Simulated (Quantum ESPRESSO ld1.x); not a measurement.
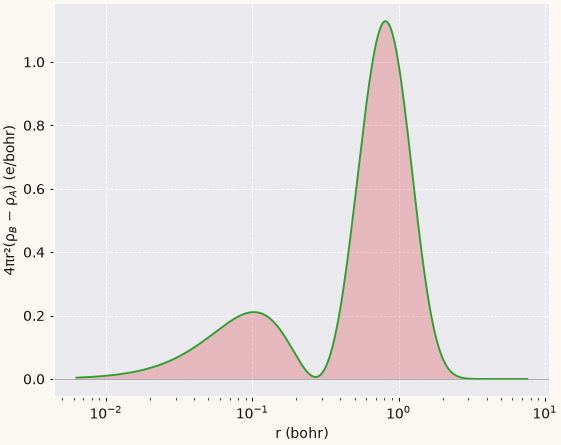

Two charge states of oxygen were computed: O⁴⁺ in [He] 2s2; O⁵⁺ in [He] 2s1 (high spin). Computed with Quantum ESPRESSO ld1.x 7.5: non-relativistic Kohn-Sham, LDA (Slater exchange, VWN5 correlation), spin-polarised, spherical densities, point nucleus.

The plot shows the radial density of run B less that of run A; on the logarithmic r axis, areas aren't charges.

> Which run is A and which is B? Where does the charge move?

A is O⁵⁺ in [He] 2s1 (high spin); B is O⁴⁺ in [He] 2s2. B holds 1.0 electrons more than A where the difference is positive (most at r = 0.81 bohr) and hardly less anywhere, a net change of +1. The energy of B less that of A is −112.2 eV.
